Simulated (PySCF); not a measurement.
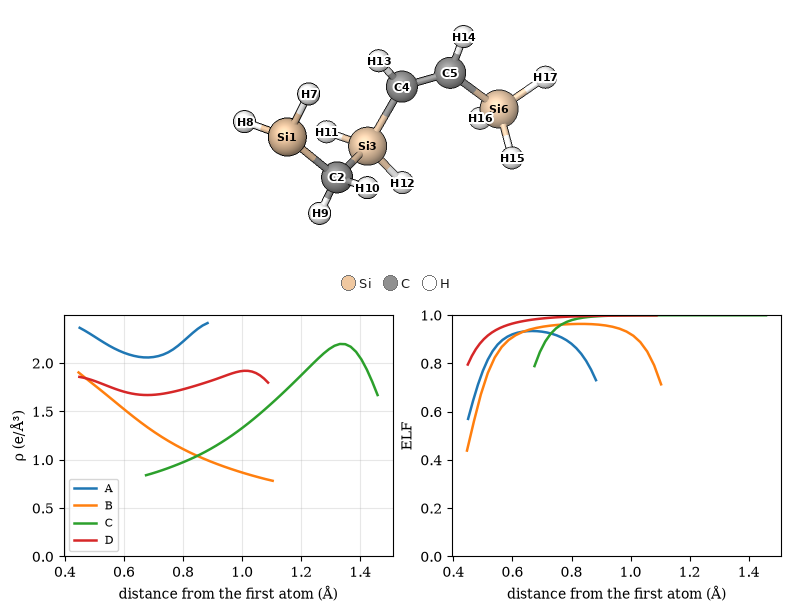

The picture shows: C₃H₁₁Si₃ (doublet). Electron density and ELF along straight lines between neighbouring atoms. The curves leave out the atomic cores. The structure is drawn too.

Geometry: GFN2-xTB.

Theory: PySCF 2.14.0, density-fitted response routines, UKS B3LYP, pcH-1 on C H Si, non-relativistic, mean-field spin-orbit, GIAO.

```xyz
17

Si    3.2968   -0.5595    0.0406
C     1.9586    0.5662    0.7654
Si    0.4746    0.9189   -0.3878
C    -0.3723   -0.7155   -0.7598
C    -1.6659   -1.0141   -0.6446
Si   -3.0528    0.1230   -0.0770
H     2.9056   -1.9621   -0.0609
H     3.8796   -0.0577   -1.1988
H     2.4032    1.5238    1.0390
H     1.5874    0.1291    1.6934
H     0.9854    1.4920   -1.6441
H    -0.4343    1.8779    0.2495
H     0.2971   -1.4976   -1.1142
H    -1.9766   -2.0229   -0.9071
H    -2.8634    0.5125    1.3236
H    -3.1183    1.3184   -0.9211
H    -4.3117   -0.6203   -0.1978
```

Question: Which curve belongs to which contact (C–C, C–H, C–Si and Si–H)? The first atom named is at distance zero.

Answer: Curve A: C–C (1.33 Å): the density is about 2.1 e/Å³ at the midpoint; the ELF peaks at about 0.95 between the atoms: a short, multiple covalent bond. Curve B: C–Si (1.88 Å): the density is about 0.93 e/Å³ at the midpoint; the ELF peaks at about 0.95 between the atoms: localised, covalent bonding. Curve C: Si–H (1.46 Å): ρ at the midpoint is about 0.89 e/Å³; the ELF climbs to about 1 towards the hydrogen, as it does in any bond to H (a covalent bond by its length). Curve D: C–H (1.09 Å): ρ at the midpoint is about 1.8 e/Å³; the ELF climbs to about 1 towards the hydrogen; an ordinary covalent bond to hydrogen.
